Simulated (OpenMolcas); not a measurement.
Run report: SiF3 (charge −1), excited-state calculation (part 1 of 3)

The run: excited-state calculation of SiF3, charge −1, SMILES F[Si-](F)F. Method and program: CASPT2/ANO-S-VDZP (OpenMolcas 26.06).

The geometry comes from this level: GFN2-xTB.

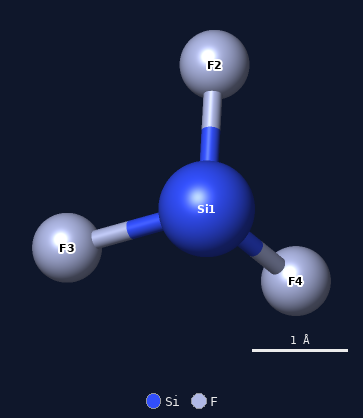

Figure 1. The input geometry (ball-and-stick view, seen at a tilt; atoms are numbered from 1 in the order of the input). Bond lengths as drawn: F–Si 1.69 to 1.70 Å.

**Input**
```
&GATEWAY
Coord = input.xyz
Basis = ANO-S-VDZP
Group = NoSym
RICD
&SEWARD
&RASSCF
FileOrb = $CurrDir/step2.RasOrb
Spin = 1
Nactel = 10 0 0
Inactive = 16
Ras2 = 10
CIRoot = 2 2 1
OrbListing = Few
OrbAppear = Compact
&CASPT2
Multistate = all
NoMultistate
IPEA = 0.25
Imaginary = 0.2
Properties
```

**File input.xyz**
```
4

Si    -0.004470     0.005770     0.685050
F      1.428310    -0.030960    -0.216950
F     -0.687310     1.250250    -0.242810
F     -0.736530    -1.225060    -0.225300
```

Machine: 1 thread of Intel Xeon (Sapphire Rapids), 16 GiB of memory available, shared host.

Launched with:
```bash
export MOLCAS_MEM=1860
pymolcas step4.input > step4.log
```

**Log**
```
--- Start Module: gateway ---

                                              &GATEWAY

                       available to each process: 1.9 GB of memory, 1 thread

++    Symmetry information:
      ---------------------

                    Character Table for C1

                             E
                    a        1  x, y, xy, Rz, z, xz, Ry, yz, Rx, I
--

++    Basis set information:
      ----------------------

      Basis set label: SI.ANO-S...4S3P1D.

      Electronic valence basis set:
      ------------------
      Associated Effective Charge  14.000000 au
      Associated Actual Charge     14.000000 au
      Nuclear Model: Point charge

      Shell  nPrim  nBasis  Cartesian Spherical Contaminant
         s      13       4        X
         p      10       3        X
         d       4       1                 X

      Basis set label: F.ANO-S...3S2P1D.

      Electronic valence basis set:
      ------------------
      Associated Effective Charge   9.000000 au
      Associated Actual Charge      9.000000 au
      Nuclear Model: Point charge

      Shell  nPrim  nBasis  Cartesian Spherical Contaminant
         s      10       3        X
         p       6       2        X
         d       3       1                 X
--

++    Molecular structure info:
      -------------------------

                    ************************************************
                    **** Cartesian Coordinates / bohr, angstrom ****
                    ************************************************

     Center  Label                x              y              z                     x              y              z
        1      SI1             -0.008447       0.010904       1.294557             -0.004470       0.005770       0.685050
        2      F2               2.699115      -0.058506      -0.409976              1.428310      -0.030960      -0.216950
        3      F3              -1.298828       2.362630      -0.458844             -0.687310       1.250250      -0.242810
        4      F4              -1.391840      -2.315028      -0.425755             -0.736530      -1.225060      -0.225300

                    ***************************************
                    *    InterNuclear Distances / bohr    *
                    ***************************************

               1 SI1           2 F2            3 F3            4 F4
    1 SI1      0.000000
    2 F2       3.200178        0.000000
    3 F3       3.204702        4.674166        0.000000
    4 F4       3.206744        4.672050        4.678700        0.000000

                    *******************************************
                    *    InterNuclear Distances / angstrom    *
                    *******************************************

               1 SI1           2 F2            3 F3            4 F4
    1 SI1      0.000000
    2 F2       1.693461        0.000000
    3 F3       1.695855        2.473462        0.000000
    4 F4       1.696936        2.472342        2.475861        0.000000
--

            Nuclear Potential Energy            169.96116391 au

--- Stop Module: gateway /rc=_RC_ALL_IS_WELL_ ---

--- Start Module: seward ---

                                              &SEWARD

                       available to each process: 1.9 GB of memory, 1 thread

               SEWARD will generate:
                  Multipole Moment integrals up to order  2
                  Kinetic Energy integrals
                  Nuclear Attraction integrals (point charge)
                  One-Electron Hamiltonian integrals
                  Velocity integrals
                  Orbital angular momentum around ( -0.0009   0.0012   0.1368 )
                  Velocity quadrupole around ( -0.0009   0.0012   0.1368 )
                  RI decomposed two-electron repulsion integrals stored Cholesky style
                   - acCD auxiliary basis
                   - CD Threshold:   1.00E-04

                   Integrals are discarded if absolute value <: 1.00E-14
                   Integral cutoff threshold is set to       <: 1.00E-16

            Nuclear Potential Energy            169.96116391 au

      Basis set specifications :
      Symmetry species         a
      Basis functions           60

--- Stop Module: seward /rc=_RC_ALL_IS_WELL_ ---

--- Start Module: rasscf ---

                                              &RASSCF

                       available to each process: 1.9 GB of memory, 1 thread

      Header of the ONEINT file:
      --------------------------

      OrdInt status: non-squared

      Cartesian coordinates in angstrom:
      -----------------------------------------------------
      No.  Label        X            Y            Z
      -----------------------------------------------------
       1   SI1       -0.00447000   0.00577000   0.68505000
       2   F2         1.42831000  -0.03096000  -0.21695000
       3   F3        -0.68731000   1.25025000  -0.24281000
       4   F4        -0.73653000  -1.22506000  -0.22530000
      -----------------------------------------------------
      Nuclear repulsion energy =  169.96116391

++    Wave function specifications:
      -----------------------------

      Number of closed shell electrons          32
      Number of electrons in active shells      10
      Max number of holes in RAS1 space          0
      Max nr of electrons in RAS3 space          0
      Number of inactive orbitals               16
      Number of active orbitals                 10
      Number of secondary orbitals              34
      Spin quantum number                      0.0
      State symmetry                             1
--

++    Orbital specifications:
      -----------------------

      Symmetry species                           1
                                                 a
      Frozen orbitals                            0
      Inactive orbitals                         16
      Active orbitals                           10
      RAS1 orbitals                              0
      RAS2 orbitals                             10
      RAS3 orbitals                              0
      Secondary orbitals                        34
      Deleted orbitals                           0
      Number of basis functions                 60
--

++    CI expansion specifications:
      ----------------------------

      Number of CSFs                         19404
      Number of spin combinations            31878
      Number of determinants                 63504
      Number of root(s) required                 2
      Root chosen for geometry opt.              2
      CI roots used                              1     2
      weights                                0.500 0.500
      highest root included in the CI            2
      max. size of the explicit Hamiltonian    200
--

++    Optimization specifications:
      ----------------------------

      RASSCF algorithm: LK RI/DF
      Maximum number of macro iterations       200
      Maximum number of SX iterations          100
      Threshold for RASSCF energy            1.000E-08
      Threshold for max MO rotation          1.000E-01
      Threshold for max BLB element          1.000E-04
      Level shift parameter                  5.000E-01
      Make Quasi-Newton update
--

      The MO-coefficients are taken from the file:
      step2.RasOrb
      Title: RASSCF average (pseudo-natural) orbitals

      Total molecular charge   -1.00

      ************************************************************************************************************************
      *                                            Wave function control section                                             *
      ************************************************************************************************************************

                                         RASSCF iterations: Energy and convergence statistics
                                         ----------------------------------------------------

          iter iter root      energy       change     param      element    value   shift minimum  type update hh:mm:ss
 Nr of preliminary CI iterations:   5
        1   1    6    0  -587.51837205    0.00E+00   2.35E-04   14  39 1  2.03E-04*  0.22   0.00    SX    NO    0:00:00
        2   2    5    0  -587.51837761   -5.55E-06* -1.62E-04   11  43 1  9.68E-05   0.22   0.00    SX    NO    0:00:00
        3   2    5    0  -587.51838093   -3.32E-06* -5.97E-05   11  23 1 -4.79E-05   0.22   0.00    SX    NO    0:00:00
        4   5    5    0  -587.51838181   -8.79E-07*  9.11E-05   11  23 1 -7.08E-05   0.22   0.00    SX    NO    0:00:00
        5   4    5    0  -587.51838187   -6.11E-08*  1.67E-04   14  39 1 -4.97E-05   0.22   1.33    QN   YES    0:00:00
        6   4    5    0  -587.51838189   -2.14E-08*  4.90E-05   11  43 1 -1.02E-04*  0.22   0.69    QN   YES    0:00:00
        7   3    5    0  -587.51838190   -7.22E-09  -2.67E-05   14  39 1 -5.14E-05   0.22   0.58    QN   YES    0:00:00
      Convergence after  7 iterations
        8   2    5    0  -587.51838190   -2.62E-09  -2.67E-05   11  43 1 -6.66E-06   0.22   0.58    QN   YES    0:00:00

      ************************************************************************************************************************
                                                      Wave function printout:
                       occupation of active orbitals, and spin coupling of open shells (u,d: Spin up or down)
      ************************************************************************************************************************

      Note: transformation to natural orbitals
      has been made, which may change the order of the CSFs.

      printout of CI-coefficients larger than  0.05 for root  1
      energy=    -587.625246
      conf/sym  1111111111     Coeff  Weight
             1  2222200000  -0.97741 0.95533
           116  2220200002   0.05364 0.00288
           216  2022200020   0.05044 0.00254

      printout of CI-coefficients larger than  0.05 for root  2
      energy=    -587.411517
      conf/sym  1111111111     Coeff  Weight
             4  2222u00d00   0.97595 0.95248
           550  2220u00d02  -0.05344 0.00286
           811  2022u00d20  -0.05010 0.00251
           877  0222u02d00   0.05041 0.00254

      Natural orbitals and occupation numbers for root  1
      sym 1:   1.975708   1.978640   1.984356   1.977798   1.994763   0.013966   0.025574   0.003979   0.021587   0.023629

      Natural orbitals and occupation numbers for root  2
      sym 1:   1.972874   1.978294   1.982769   1.977212   1.048425   0.014721   0.026383   0.955672   0.020652   0.022999

      ************************************************************************************************************************
      *                                                    Final results                                                     *
      ************************************************************************************************************************

++    Final optimization conditions:
      ------------------------------

      Average CI energy                            -587.51838190
      RASSCF energy for state  2                   -587.41151740
      Super-CI energy                                -0.00000001
      RASSCF energy change                            0.00000000
      Max change in MO coefficients              -4.621E-05
      Max non-diagonal density matrix element    -2.671E-05
      Maximum BLB matrix element                 -6.662E-06
      (orbital pair  11,  43 in symmetry   1)
      Norm of electronic gradient            1.042E-01
--

      Final state energy(ies):
      ------------------------

::    RASSCF root number  1 Total energy:   -587.62524640
::    RASSCF root number  2 Total energy:   -587.41151740

++    Molecular orbitals:
      -------------------

      Pseudonatural active orbitals and approximate occupation numbers

      MOLECULAR ORBITALS FOR SYMMETRY SPECIES 1: a
```
